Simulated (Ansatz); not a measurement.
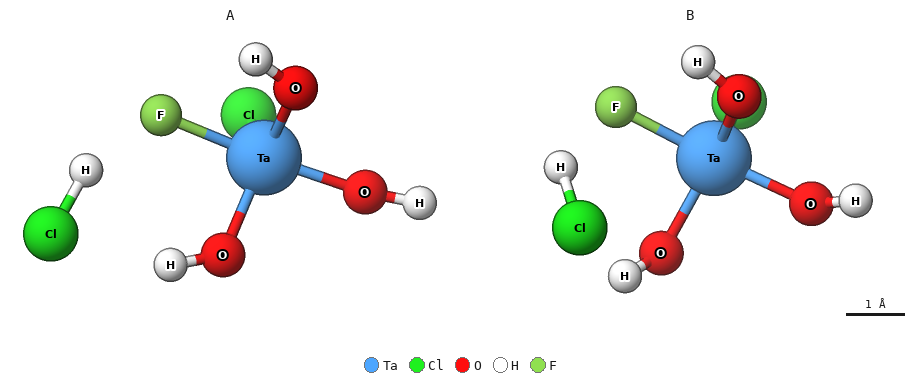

Two geometries of TaH4O3Cl2F, drawn at one scale. One is the start of a relaxation, the other its converged end. Style: ball-and-stick. Shown at a tilt.

Level of theory: RKS PBE/def2-SVP (Ansatz). Settings: no spin polarisation; force threshold 0.03 eV/Å; at most 50 steps.

Which of the two is the end point?

Answer. Structure A is the relaxed one. The run prepares an end point of a later path (reaction) calculation, from a guessed geometry. A Cl atom moves most after the best rigid fit: 1.57 Å. Largest moves by element: Cl 1.57 Å, O 0.98 Å, H 0.95 Å, F 0.46 Å, Ta 0.32 Å. Near-neighbour distances that change, for instance: F–Ta 1.943 → 1.983 Å, O–Ta 1.901 → 1.878 Å, O–Ta 1.944 → 1.924 Å, Cl–Ta 2.321 → 2.339 Å. Among the angles between lasting bonds that change: Ta–O–H 141.6° → 169.9°, O–Ta–O 132.3° → 120.5°, O–Ta–F 163.0° → 173.7°. Groups turn about O–Ta by about 55°. After 15 accepted moves (16 points after the start) the energy has fallen by 0.235 eV. The largest force component goes from 0.77 to 0.029 eV/Å. The line search rejected the trial step at point 10 of the run. Cost: 33 s on 4 threads of AMD EPYC 7B13 (Zen 3), with other jobs on the host, peak memory 0.24 GiB.
